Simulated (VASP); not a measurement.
# Al2Pt: Al into a neighbouring Al vacancy, part 3 of 4

How hard is this move in Al2Pt: Al into a neighbouring Al vacancy? Both ends are relaxed first, then a band of images between them. The start is a cell from a database of measured crystal structures.

VASP 6.6.1; LDA; plane waves and PAW (Pt, Al).

So far. Step 2 (Relax the host): The run ended after 3 ionic steps, 0.017 eV below its first step, once forces and stress met EDIFFG = -0.02. Step 3 (Relax the start): The run ended after 9 ionic steps, 0.165 eV below its first step, once the forces on the free atoms met EDIFFG = -0.05.

The database entry behind the starting cell differs from later determinations by our own check (0.1 to 0.3 % short, probably kX units), so it need not match the best structure at ambient conditions.

## 4. Relax the end

The end state is relaxed in the same way, so that both ends share their errors.

File INCAR:

```
SYSTEM = Al15Pt8
PREC = Normal
ENCUT = 280
EDIFF = 1E-05
NELM = 120
ISMEAR = 1
SIGMA = 0.15
LREAL = Auto
ALGO = Fast
GGA = CA
NBANDS = 85
LASPH = .TRUE.
LORBIT = 11
LWAVE = .FALSE.
LCHARG = .FALSE.
KPAR = 3
IBRION = 2
NSW = 60
ISIF = 2
EDIFFG = -0.05
POTIM = 0.4
MAXMIX = 40
ISYM = 0
```

File POSCAR:

```
Al15Pt8
1.0
    0.0000000000      5.8566490258      5.8566490258
    5.8566490258      0.0000000000      5.8566490258
    5.8566490258      5.8566490258      0.0000000000
Pt Al
8 15
Direct
    0.0011486637     -0.0021646947      0.0030334103
    0.0031016114     -0.0022361113      0.4994672427
   -0.0046492748      0.4995889808      0.0034703900
    0.0007504401      0.5018972303      0.4977270915
    0.4948440736      0.0010745377     -0.0004132966
    0.4985584463     -0.0007448275      0.5037628982
    0.5015623724      0.5000371919     -0.0000407735
    0.4987798741      0.5008962945      0.5020960043
    0.3734013667      0.3689121414      0.8802039127
    0.3728593671      0.8722731772      0.3772533256
    0.3747922877      0.8781528941      0.8729836384
    0.8784381246      0.3757241313      0.3738469815
    0.8702652629      0.3745634570      0.8767442177
    0.8706404400      0.8770081643      0.3789795058
    0.8758818590      0.8770281405      0.8734644863
    0.1237454288      0.1238143371      0.1263015250
    0.3735699239      0.3787040366      0.3728995018
    0.1155836038      0.6259944156      0.1292097122
    0.1265880996      0.6199938200      0.6321127729
    0.6267056564      0.1204233449      0.1253056266
    0.6261779946      0.1256387510      0.6226332114
    0.6258650884      0.6235320642      0.1250838598
    0.6242733817      0.6224810775      0.6246344365
```

File KPOINTS:

```
Automatic mesh
0
Gamma
3 3 3
0 0 0
```

PAW data sets: Pt and Al (LDA family, release 64).

The run is started by

```bash
mpirun -np 3 vasp_std
```

The log of the run:

```text
[... set-up lines as in an earlier step ...]
 entering main loop
       N       E                     dE             d eps       ncg     rms          rms(c)
DAV:   1     0.306698681550E+03    0.30670E+03   -0.35958E+04  2396   0.765E+02
DAV:   2    -0.126307334999E+03   -0.43301E+03   -0.40157E+03  2807   0.175E+02
DAV:   3    -0.146717799893E+03   -0.20410E+02   -0.19966E+02  2856   0.356E+01
DAV:   4    -0.147008268054E+03   -0.29047E+00   -0.28961E+00  2771   0.480E+00
DAV:   5    -0.147013857774E+03   -0.55897E-02   -0.55865E-02  2784   0.665E-01    0.239E+01
RMM:   6    -0.142827113971E+03    0.41867E+01   -0.20641E+01  2380   0.129E+01    0.639E+00
RMM:   7    -0.142133416084E+03    0.69370E+00   -0.15430E+00  2380   0.338E+00    0.414E+00
RMM:   8    -0.141891139288E+03    0.24228E+00   -0.34974E-01  2380   0.159E+00    0.117E+00
RMM:   9    -0.141875691034E+03    0.15448E-01   -0.75560E-02  2401   0.793E-01    0.586E-01
RMM:  10    -0.141875869289E+03   -0.17826E-03   -0.15685E-02  2425   0.327E-01    0.382E-01
RMM:  11    -0.141875853792E+03    0.15497E-04   -0.39018E-03  2384   0.179E-01    0.849E-02
RMM:  12    -0.141875817338E+03    0.36454E-04   -0.10986E-03  2427   0.912E-02    0.359E-02
RMM:  13    -0.141875831569E+03   -0.14231E-04   -0.22052E-04  2388   0.362E-02    0.274E-02
RMM:  14    -0.141875833139E+03   -0.15699E-05   -0.43648E-05  1882   0.166E-02
   1 F= -.14187583E+03 E0= -.14186831E+03  d E =-.141876E+03
 curvature:   0.00 expect dE= 0.000E+00 dE for cont linesearch  0.000E+00
 trial: gam= 0.00000 g(F)=  0.108E+00 g(S)=  0.000E+00 ort = 0.000E+00 (trialstep = 0.100E+01)
 search vector abs. value=  0.108E+00
 bond charge predicted
       N       E                     dE             d eps       ncg     rms          rms(c)
DAV:   1    -0.141953707842E+03   -0.77876E-01   -0.12856E+01  2520   0.900E+00    0.372E-01
RMM:   2    -0.141961324891E+03   -0.76170E-02   -0.14075E-01  2380   0.132E+00    0.258E-01
RMM:   3    -0.141962620997E+03   -0.12961E-02   -0.22404E-02  2406   0.525E-01    0.163E-01
RMM:   4    -0.141962245780E+03    0.37522E-03   -0.37015E-03  2417   0.210E-01    0.101E-01
RMM:   5    -0.141962118098E+03    0.12768E-03   -0.14382E-03  2380   0.124E-01    0.253E-02
RMM:   6    -0.141962100098E+03    0.18001E-04   -0.28040E-04  2396   0.490E-02    0.172E-02
RMM:   7    -0.141962110442E+03   -0.10345E-04   -0.11270E-04  2371   0.291E-02    0.158E-02
RMM:   8    -0.141962105753E+03    0.46896E-05   -0.23797E-05  1518   0.142E-02
   2 F= -.14196211E+03 E0= -.14195443E+03  d E =-.862726E-01
[...]
3 F= -.14201091E+03 E0= -.14200339E+03  d E =-.135081E+00
[...]
4 F= -.14201129E+03 E0= -.14200379E+03  d E =-.135461E+00
[...]
5 F= -.14203275E+03 E0= -.14202550E+03  d E =-.214544E-01
[...]
6 F= -.14204691E+03 E0= -.14204005E+03  d E =-.356206E-01
[...]
7 F= -.14204700E+03 E0= -.14204015E+03  d E =-.357046E-01
 curvature:  -2.07 expect dE=-0.659E-02 dE for cont linesearch -0.687E-06
 trial: gam= 0.14658 g(F)=  0.319E-02 g(S)=  0.000E+00 ort =-0.898E-04 (trialstep = 0.173E+01)
 search vector abs. value=  0.368E-02
 bond charge predicted
       N       E                     dE             d eps       ncg     rms          rms(c)
DAV:   1    -0.142050185775E+03   -0.31914E-02   -0.68519E-01  2435   0.210E+00    0.109E-01
RMM:   2    -0.142052186924E+03   -0.20011E-02   -0.11882E-02  2380   0.351E-01    0.283E-01
RMM:   3    -0.142050833976E+03    0.13529E-02   -0.28342E-03  2388   0.158E-01    0.114E-01
RMM:   4    -0.142051111325E+03   -0.27735E-03   -0.70291E-03  2406   0.216E-01    0.157E-01
RMM:   5    -0.142050700525E+03    0.41080E-03   -0.80307E-04  2380   0.862E-02    0.537E-02
RMM:   6    -0.142050623382E+03    0.77142E-04   -0.88808E-04  2380   0.790E-02    0.600E-02
RMM:   7    -0.142050608806E+03    0.14577E-04   -0.66991E-05  2316   0.271E-02    0.204E-02
RMM:   8    -0.142050604899E+03    0.39069E-05   -0.16256E-05  1404   0.125E-02
   8 F= -.14205060E+03 E0= -.14204389E+03  d E =-.360612E-02
 trial-energy change:   -0.003606  1 .order   -0.003636   -0.005503   -0.001768
 step:   2.5560(harm=  2.5560)  dis= 0.00827  next Energy=  -142.051053 (dE=-0.405E-02)
 reached required accuracy - stopping structural energy minimisation
```

The job ended after 98 s (3 MPI ranks of Intel Xeon 6975P-C (Granite Rapids), shared host; peak memory 0.8 GiB).

OUTCAR, selected parts (step 4):

```text
 Found     14 irreducible k-points:

   NELECT =     125.0000    total number of electrons

 E-fermi :   7.4620

 k-point     1 :       0.0000    0.0000    0.0000
  band No.  band energies     occupation
    ...
     57       5.9258      2.00000
     58       5.9265      2.00000
     59       6.4947      2.00000
     60       6.4953      2.00000
     61       6.4995      2.00000
     62       8.5767     -0.00000
     63       8.5782     -0.00000
     64       8.5833     -0.00000
     65       8.8372     -0.00000
     66       8.8392     -0.00000
    ...

 k-point     2 :       0.3333    0.0000    0.0000
  band No.  band energies     occupation
    ...
     57       6.2149      2.00000
     58       6.5920      2.00000
     59       6.6609      2.00000
     60       7.0238      2.00029
     61       7.0249      2.00030
     62       7.5160      0.43292
     63       7.5177      0.41733
     64       7.9053     -0.00024
     65       8.0144     -0.00000
     66       8.4175     -0.00000
    ...

  Total       -3.7058573     -3.7651284     -3.7463299     -0.0216347     -0.1287964      0.0583187
  in kB      -14.7782050    -15.0145660    -14.9396015     -0.0862746     -0.5136139      0.2325630
  external PRESSURE =     -14.9107908 kB  Pullay stress =       0.0000000 kB

 POSITION                                       TOTAL-FORCE (eV/Angst)
 -----------------------------------------------------------------------------------
      5.90040      5.89261     11.66580        -0.017534     -0.005697      0.010930
      8.75248      8.75717     11.67290         0.010521     -0.009231     -0.004995
      2.93602      5.85610      8.76945        -0.006949     -0.009208      0.006101
      5.90043      8.75223      8.81516        -0.013934      0.005795     -0.013155
      5.85220      2.92855      8.77253         0.005187      0.020443     -0.007247
      8.75315      5.89061      8.81517         0.003759     -0.004193     -0.014464
      2.93359      2.92602      5.84777         0.006985      0.008916      0.006568
      5.85546      5.85879      5.85133        -0.009649     -0.010416      0.006621
      7.32266      7.31856      4.38061         0.003259      0.010564      0.000719
      7.37514      4.39458      7.31557         0.030132      0.000700     -0.004340
     10.24952      7.25939      7.30856         0.020245     -0.026507      0.014336
      4.39830      7.39018      7.31262        -0.008147     -0.010752      0.006005
      7.26759     10.24800      7.30866        -0.018721      0.004321      0.018853
      7.32875      7.32497     10.24217         0.004553     -0.008348      0.000478
     10.25153     10.25152     10.29778         0.008979     -0.001049      0.016301
      1.46621      1.46627      1.47506         0.008043     -0.002038      0.016488
      4.39565      4.39123      4.32980         0.008150      0.004412     -0.031419
      4.37819      1.46254      4.38311        -0.014992      0.006483     -0.012748
      7.32426      4.41781      4.38767         0.005938      0.018959     -0.020389
      1.46859      4.36793      4.38290        -0.015228     -0.007275     -0.005483
      4.41398      7.32236      4.38308         0.007011      0.002142      0.018501
      4.39346      4.39165      7.30676         0.004056      0.005998      0.016402
      7.32773      7.31935      7.29535        -0.021663      0.005982     -0.024063
 -----------------------------------------------------------------------------------
    total drift:                                0.007806      0.006711     -0.027298

  FREE ENERGIE OF THE ION-ELECTRON SYSTEM (eV)
  ---------------------------------------------------
  free  energy   TOTEN  =      -142.0506048987 eV

  energy  without entropy=     -142.0304662421  energy(sigma->0) =     -142.04389201

 total charge
# of ion       s       p       d       tot
------------------------------------------
    1        0.856   0.649   8.181   9.687
    2        0.856   0.648   8.181   9.685
    3        0.852   0.713   8.186   9.751
    4        0.856   0.649   8.181   9.686
    5        0.852   0.715   8.186   9.754
    6        0.856   0.649   8.182   9.687
    7        0.853   0.718   8.187   9.757
    8        0.852   0.716   8.186   9.754
    9        0.406   0.397   0.000   0.803
   10        0.422   0.367   0.000   0.789
   11        0.422   0.366   0.000   0.789
   12        0.423   0.366   0.000   0.789
   13        0.423   0.366   0.000   0.789
   14        0.415   0.382   0.000   0.796
   15        0.423   0.366   0.000   0.789
   16        0.415   0.384   0.000   0.799
   17        0.422   0.367   0.000   0.789
   18        0.415   0.384   0.000   0.799
   19        0.415   0.384   0.000   0.799
   20        0.415   0.384   0.000   0.799
   21        0.415   0.384   0.000   0.799
   22        0.407   0.391   0.000   0.798
   23        0.415   0.384   0.000   0.799
--------------------------------------------------
tot         13.087  11.127  65.471  89.686

[... 6 parts as in an earlier step ...]

[... 6 further parts left out ...]
```

CONTCAR:

```
Al15Pt8
   1.00000000000000
     0.0000000000000000    5.8566490258000004    5.8566490258000004
     5.8566490258000004    0.0000000000000000    5.8566490258000004
     5.8566490258000004    5.8566490258000004    0.0000000000000000
  Pt              Al
     8    15
Direct
     0.9952793589898766    0.9966097306644570    0.0108613229827255
     0.9969509908799931    0.9961504305917381    0.4983009643423420
     0.9979713805630652    0.4993784232156705    0.0019356829891589
     0.9960442399297728    0.5091106974046568    0.4983655808919983
     0.4993371910326764    0.9985388709636587    0.0007012340787935
     0.5081941369084271    0.9969617104994565    0.4976048217557332
     0.4985951979531865    0.4998882939705082    0.0010104666983715
     0.4998301528673723    0.4992617539750591    0.5005347885393678
     0.3736351779108111    0.3743360928790231    0.8759797368694728
     0.3700925265976802    0.8790124553407658    0.3802641903359590
     0.3686784134477740    0.8792305758234007    0.8708348043263245
     0.8797261164514639    0.3688749607567667    0.3821176220258481
     0.8784096505315988    0.3695161023316323    0.8713970039068315
     0.8740834521026004    0.8747277128088785    0.3766270788647593
     0.8791520609456660    0.8791535523661342    0.8712553703966854
     0.1259351058864745    0.1259254919696656    0.1244245494749575
     0.3692716665480277    0.3700256384721896    0.3805144535891049
     0.1252819464707315    0.6231175175595148    0.1244408183820228
     0.1264558885938767    0.6227218633823555    0.6278673155637099
     0.6217078366650608    0.1266554243517561    0.1240998564473463
     0.6224947944157645    0.1258993400961031    0.6277697484895700
     0.6236459524358334    0.6239546494221904    0.1262119853495402
     0.6221108538722627    0.6235412655544076    0.6276402847993893
```

Relaxation path:

```csv
step,energy less that of the first step (eV),largest force (eV/Å)
1,0.0000,0.5507
2,-0.0863,0.3372
3,-0.1351,0.2374
4,-0.1355,0.2337
5,-0.1569,0.1758
6,-0.1711,0.0976
7,-0.1712,0.1083
8,-0.1748,0.0363
```

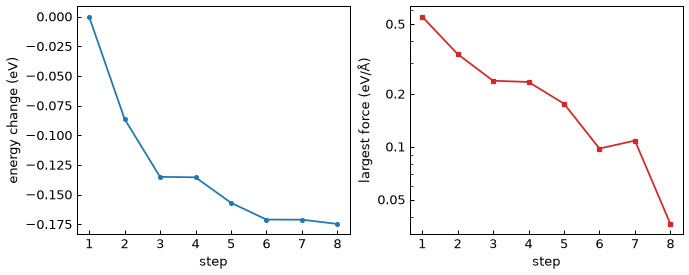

Energy and largest force along the relaxation.

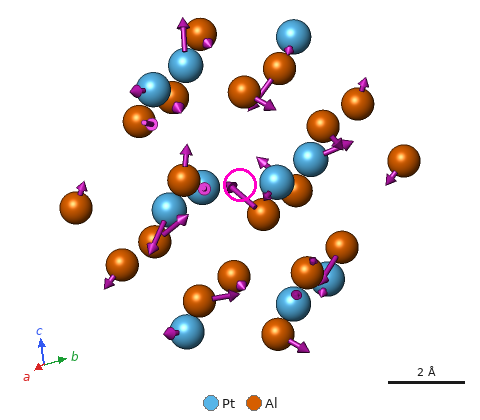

Displacements in the relaxation near the centre, exaggerated; the longest in the cell stands for 0.08 Å. A ring marks the centre wherever it is empty.

The atoms that moved most (Å):

```
atom      dx      dy      dz  length
Al17  -0.006   0.019  -0.076   0.079
 Pt6  -0.049   0.020   0.043   0.069
Al18  -0.045   0.029   0.040   0.067
Al13  -0.061   0.016   0.018   0.066
Al12   0.008   0.056  -0.033   0.065
 Pt2  -0.016  -0.043  -0.045   0.065
Al10   0.057   0.001   0.023   0.062
 Pt1   0.039   0.011  -0.042   0.058
```

The relaxed structure:

```cif
data_structure
_symmetry_space_group_name_H-M 'P 1'
_symmetry_Int_Tables_number 1
_cell_length_a 8.2826
_cell_length_b 8.2826
_cell_length_c 8.2826
_cell_angle_alpha 60.000
_cell_angle_beta 60.000
_cell_angle_gamma 60.000
_cell_volume 401.77
loop_
_atom_site_label
_atom_site_type_symbol
_atom_site_fract_x
_atom_site_fract_y
_atom_site_fract_z
_atom_site_occupancy
Pt1 Pt 0.99528 0.99661 0.01086 1
Pt2 Pt 0.99695 0.99615 0.49830 1
Pt3 Pt 0.99797 0.49938 0.00194 1
Pt4 Pt 0.99604 0.50911 0.49837 1
Pt5 Pt 0.49934 0.99854 0.00070 1
Pt6 Pt 0.50819 0.99696 0.49760 1
Pt7 Pt 0.49860 0.49989 0.00101 1
Pt8 Pt 0.49983 0.49926 0.50053 1
Al9 Al 0.37364 0.37434 0.87598 1
Al10 Al 0.37009 0.87901 0.38026 1
Al11 Al 0.36868 0.87923 0.87083 1
Al12 Al 0.87973 0.36887 0.38212 1
Al13 Al 0.87841 0.36952 0.87140 1
Al14 Al 0.87408 0.87473 0.37663 1
Al15 Al 0.87915 0.87915 0.87126 1
Al16 Al 0.12594 0.12593 0.12442 1
Al17 Al 0.36927 0.37003 0.38051 1
Al18 Al 0.12528 0.62312 0.12444 1
Al19 Al 0.12646 0.62272 0.62787 1
Al20 Al 0.62171 0.12666 0.12410 1
Al21 Al 0.62249 0.12590 0.62777 1
Al22 Al 0.62365 0.62395 0.12621 1
Al23 Al 0.62211 0.62354 0.62764 1
```

Numbers from this step:

```yaml
electronic_cycles: 62
free_energy_toten: -142.0506 eV
energy_at_zero_smearing: -142.0439 eV
```

The run ended after 8 ionic steps, 0.175 eV below its first step, once the forces on the free atoms met EDIFFG = -0.05.

(Part 3 of 4 ends here.)

[Lines on the potential files, build, host, timing and source positions are cut from VASP's logs without a mark.]

[Logs are printed without paths, hosts, clocks, repeated set-up lines and the standing remarks that a program may print on its own settings, such as how far it seeks lower states.]

[Hosts, paths, dates, database ids (printed as entryN), source tags and the programs' standing remarks are cut or masked in the printed files.]

[Runs that stopped without an error message from VASP are left out.]
